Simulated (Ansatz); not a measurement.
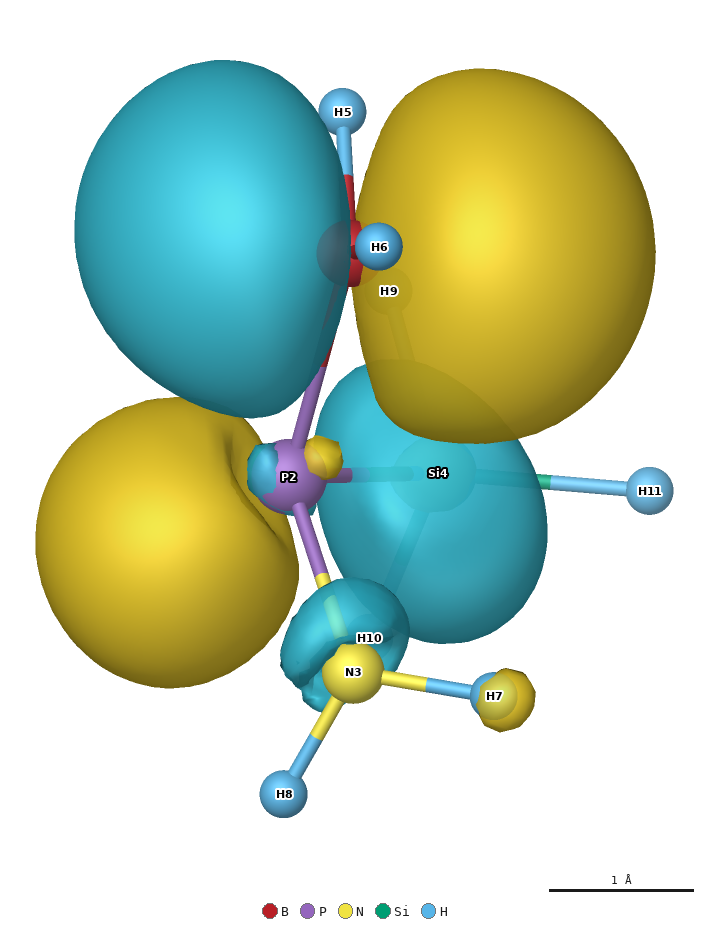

BH7NPSi. The LUMO at ±0.1 Å⁻³ᐟ² (yellow and cyan are the two phases), seen at an oblique angle.

Geometry: PBE0-D4/def2-TZVP.

All numbers below come from RKS PBE0-D4/def2-TZVPP in Ansatz.

```xyz
11

B    -1.1065    1.5644    0.0836
P    -0.7239   -0.2078    0.2806
N    -0.1110   -0.5712    1.8224
Si    0.7577   -0.7348   -1.3159
H    -1.3039    1.9373   -1.0345
H    -1.2730    2.2814    1.0226
H     0.7808   -0.1817    2.0863
H    -0.1940   -1.5346    2.1052
H     0.2058   -0.2858   -2.6187
H     0.9429   -2.2103   -1.3278
H     2.0906   -0.1138   -1.0832
```

> Describe this orbital and give its energy.

By Hirshfeld shares it lies mainly on B1 (about 50 %), P2 (about 25 %) and Si4 (about 10 %). Its energy is −1.62 eV.
